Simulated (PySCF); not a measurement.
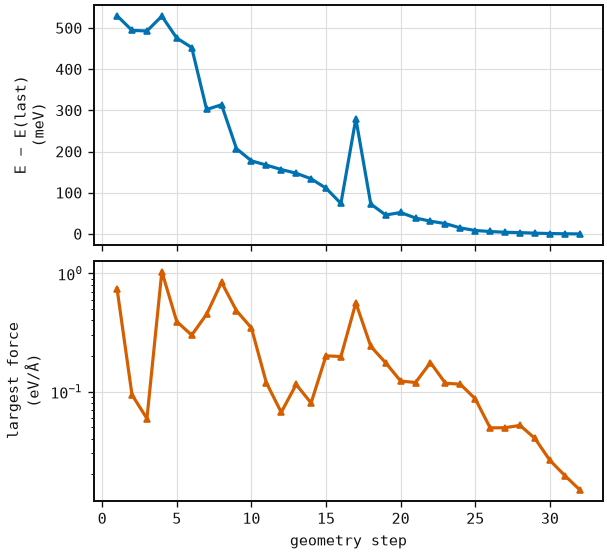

History of a geometry optimisation.

(LiSH)3 ring; PBE0-D3(BJ)/def2-SVP, geometry optimisation in PySCF 2.14.0, density fitting.

Q: How did the optimisation end?

A: The optimisation met its thresholds at geometry 32, counting the start as the first. The energy fell by about 530 meV from the first step to the last, with a rise at steps 4, 8, 17 and 20. The largest force goes from about 0.74 eV/Å at the start to 0.015 eV/Å at the end.
